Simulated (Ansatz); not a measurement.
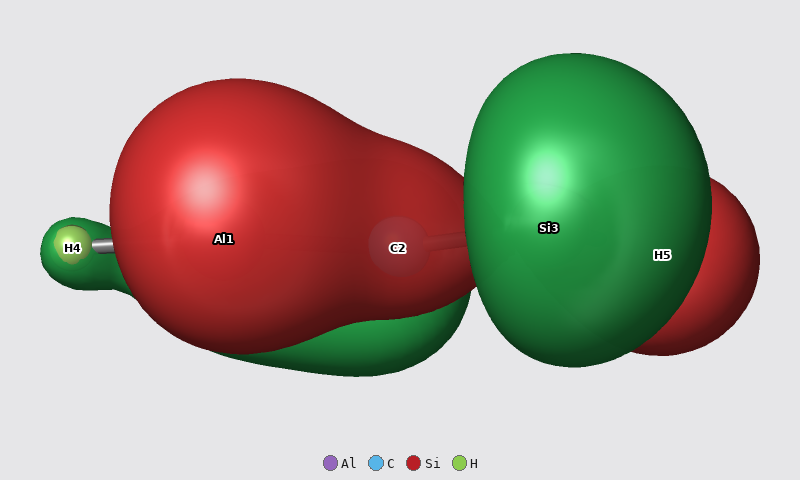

Figure. CH2AlSi (doublet). The HOMO (α) at ±0.08 Å⁻³ᐟ² (green and red are the two phases), seen from one side.

Level of theory: UKS PBE-D4/def2-SVP in Ansatz 0.2.0.

```
atom    x (Å)    y (Å)    z (Å)
  Al  -1.4895  -0.1850  -0.6003
   C   0.1290   0.1367   0.1487
  Si   1.7638  -0.4094   0.2095
   H  -3.0344   0.0193  -0.9121
   H   2.6310   0.4385   1.1542
```

> Describe this orbital and give its energy.

By Hirshfeld shares it lies mainly on Si3 (about 40 %), Al1 (about 30 %), C2 (about 25 %) and H5 (about 10 %); it is symmetric in the molecular plane (an in-plane orbital: σ, lone-pair or in-plane π type). Its energy is −4.48 eV.
